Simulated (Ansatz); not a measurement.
```
Hf Ti Cu Au
1.0
     4.40780    0.00000    0.00000
    -2.20390    3.81727    0.00000
     0.00000    0.00000    7.81220
Hf Ti Cu Au
2 1 2 1
Direct
  0.33333 0.66667 0.33045
  0.33333 0.66667 0.66955
  0.33333 0.66667 0.00000
  0.66667 0.33333 0.50000
  0.66667 0.33333 0.00000
  0.00000 0.00000 0.00000
```

Space group P-6m2; a structure generated by program, which may or may not match a known phase; computed without spin polarisation.

Level of theory: DFT PBE, scalar-relativistic, plane waves, PAW in Ansatz.

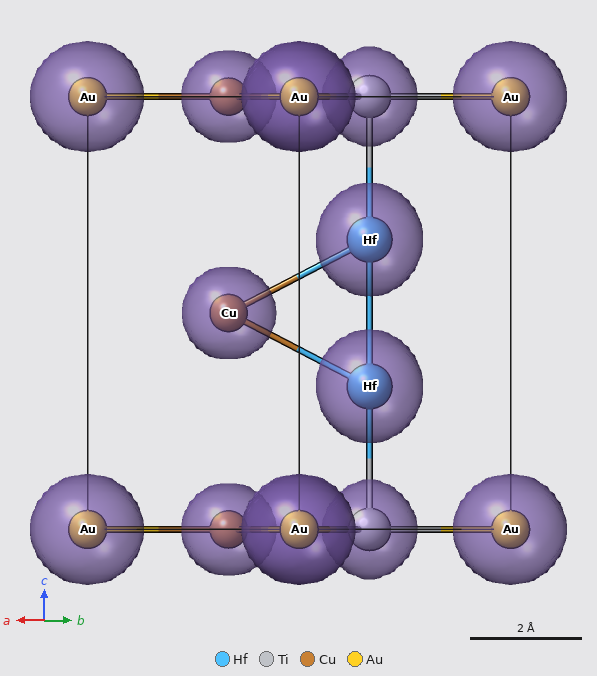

Hf2TiCu2Au. Isosurface of the valence electron density at 0.8 e/Å³ (purple), seen along [110]. Sticks mark near contacts.

The density is the valence pseudo-density of a PAW calculation; it isn't the true density close to the nuclei.

Which contacts does the surface bridge?

Answer. At this value the density breaks into separate islands; it holds about 80 % of the electrons treated as valence (semicore included). It bridges none of the near contacts. It is pinched off along the sampled Ti–Au (2.54 Å), Cu–Au (2.54 Å), Ti–Cu (2.54 Å) and Hf–Ti (2.58 Å) contacts. On the grid the lowest density along these lines, outside the cores, is 0.4 e/Å³ (Ti–Au, 2.54 Å), 0.38 e/Å³ (Cu–Au, 2.54 Å), 0.28 e/Å³ (Ti–Cu, 2.54 Å) and 0.4 e/Å³ (Hf–Ti, 2.58 Å).
